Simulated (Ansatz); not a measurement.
# Calculations on CH4N2S

## 1. Relaxation

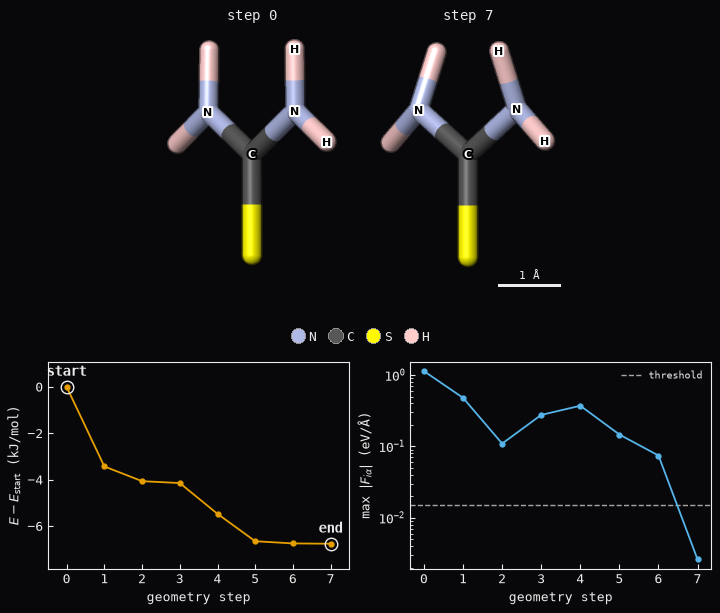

First and last geometry of a relaxation of CH$_{4}$N$_{2}$S, with the history of the run. The picture is a stick view, seen from a free direction.

The run prepares an end point of a later path (torsion) calculation, from a guessed geometry.

Theory: RKS B3LYP/cc-pVDZ in Ansatz.

Input file:
```yaml
crystal:
  periodic: [false, false, false]
  atoms:
    - { symbol: "N", position_ang: [0.09417, 1.12409, -0.35137] }
    - { symbol: C, position_ang: [-0.19919, -0.19284, -0.34463] }
    - { symbol: "N", position_ang: [0.13487, -0.89794, 0.75606] }
    - { symbol: S, position_ang: [-0.93468, -0.91267, -1.63216] }
    - { symbol: H, position_ang: [-0.12299, 1.64974, -1.17865] }
    - { symbol: H, position_ang: [0.57526, 1.57514, 0.4073] }
    - { symbol: H, position_ang: [-0.10407, -1.87256, 0.78001] }
    - { symbol: H, position_ang: [0.55663, -0.47297, 1.56345] }
basis:
  gaussian: { orbitals: cc-pVDZ }
hamiltonian:
  xc: b3lyp
relax:
  f_tol: 0.015
  max_steps: 40
output:
  orbitals: {}
```

Launched with:
```bash
ansatz run input.yaml --threads 1 --pin off --max-ram 2048MiB --backend cpu --events-out ev --progress --plain --runs-dir out
```

**What do the curves and the structures tell?**

It converged. After 7 geometry steps the energy has fallen by 6.76 kJ/mol. Largest force component: 1.1 eV/Å at the start, 0.0026 eV/Å at the end. The largest moves after the best rigid fit, 0.23 Å, are those of H6 and H8. By element the largest moves are H 0.23 Å, N 0.13 Å, S 0.03 Å. C stays in place. Near-neighbour distances that change, for instance: C2–S4 1.648 → 1.677 Å, C2–N3 1.349 → 1.369 Å, N1–H6 1.005 → 1.017 Å, N1–H5 1.004 → 1.014 Å. Among the angles between lasting bonds that change: H5–N1–H6 119.4° → 115.5°, C2–N1–H6 122.6° → 118.7°, C2–N1–H5 117.9° → 114.6°. Cost: 28 s on 1 thread of Arm Neoverse V1, with other jobs on the host, peak memory 0.15 GiB.

## 2. Relaxation

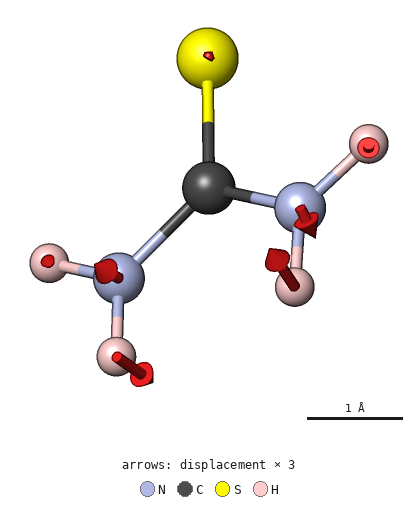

A relaxation of CH$_{4}$N$_{2}$S. The starting structure is drawn; red arrows show the displacements, 3 times their true length. The two geometries are superimposed by the best rigid fit.

The picture is a ball-and-stick view, seen at a tilt.

The run prepares an end point of a later path (torsion) calculation, from a guessed geometry.

All numbers below come from Ansatz 0.2.0, RKS B3LYP/cc-pVDZ.

Input
```yaml
crystal:
  periodic: [false, false, false]
  atoms:
    - { symbol: "N", position_ang: [0.09417, 1.12409, -0.35137] }
    - { symbol: C, position_ang: [-0.19919, -0.19284, -0.34463] }
    - { symbol: "N", position_ang: [-0.80333, -0.70018, -1.43911] }
    - { symbol: S, position_ang: [0.16403, -1.1442, 0.95145] }
    - { symbol: H, position_ang: [-0.12299, 1.64974, -1.17865] }
    - { symbol: H, position_ang: [0.57526, 1.57514, 0.4073] }
    - { symbol: H, position_ang: [-1.00071, -1.68425, -1.45304] }
    - { symbol: H, position_ang: [-1.00659, -0.14427, -2.25152] }
basis:
  gaussian: { orbitals: cc-pVDZ }
hamiltonian:
  xc: b3lyp
relax:
  f_tol: 0.015
  max_steps: 40
output:
  orbitals: {}
```

Command:
```bash
ansatz run input.yaml --threads 1 --pin off --max-ram 2048MiB --backend cpu --events-out ev --progress --plain --runs-dir out
```

Which element moves most?

Answer. Hydrogen: up to 0.26 Å, against 0.16 Å for nitrogen.

Describe the change and its energy.

Answer. After 8 geometry steps the energy has fallen by 2.36 kcal/mol. The largest force component goes from 1.1 to 0.0051 eV/Å. H8 moves most after the best rigid fit: 0.26 Å. By element the largest moves are H 0.26 Å, N 0.16 Å, S 0.03 Å, C 0.01 Å. Some distances before and after: C2–S4 1.648 → 1.677 Å, C2–N3 1.349 → 1.369 Å, N1–H5 1.004 → 1.016 Å, N3–H8 1.005 → 1.016 Å. Bond angles that change, for instance: C2–N1–H6 122.6° → 114.6°, H5–N1–H6 119.4° → 115.5°, C2–N3–H8 122.6° → 118.7°.

## 3. Path

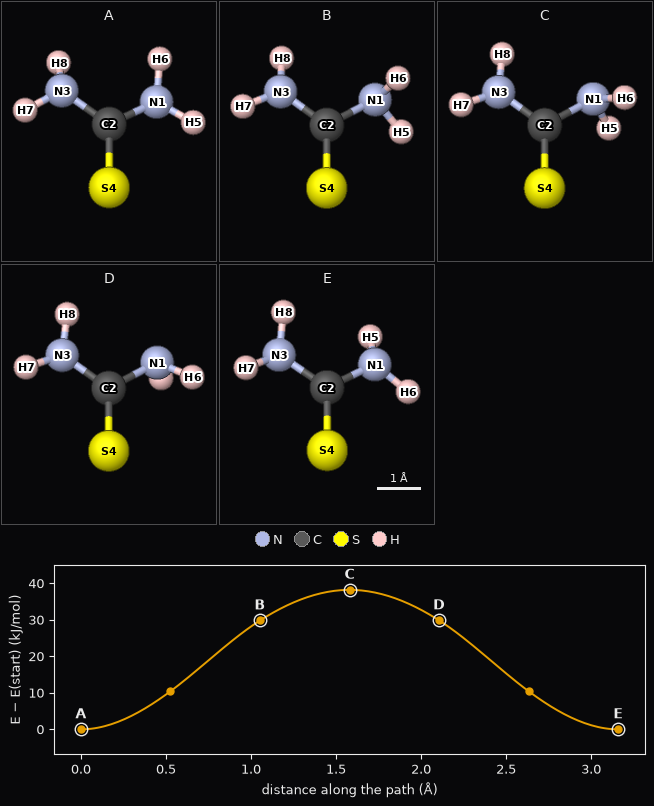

A search for the minimum-energy path of CH₄N₂S by the nudged elastic band. Images are numbered from 0 (start) to 6 (end). Frames A to E are images 0, 2, 3, 4, 6. A ball-and-stick model, seen at a tilt.

Method: RKS B3LYP/cc-pVDZ in Ansatz 0.2.0. Set-up: 5 movable images; climbing image; force threshold 0.05 eV/Å; iteration limit 60; starting path through a guess of the saddle point.

### Read off the barrier and say what moves.

The barrier is about 38.2 kJ/mol in both directions, with image 3 at the top; the ends have the same energy. The motion is a rotation about the N1–C2 bond by about 165°. No bond forms or breaks between the ends. Bond angles that change up to the highest image, for instance: H5–N1–H6 115.5° → 102.6°, C2–N1–H6 118.7° → 106.3°. The band converged in 8 iterations. The largest component of the band force went from 14 to 0.035 eV/Å. The climbing image converged on the top of the path. Its vibrational analysis gives one imaginary mode (335i cm⁻¹), as a transition state must have.

The run took 2.2 min on 1 thread of Arm Neoverse V1, with other jobs on the host, peak memory 0.15 GiB.
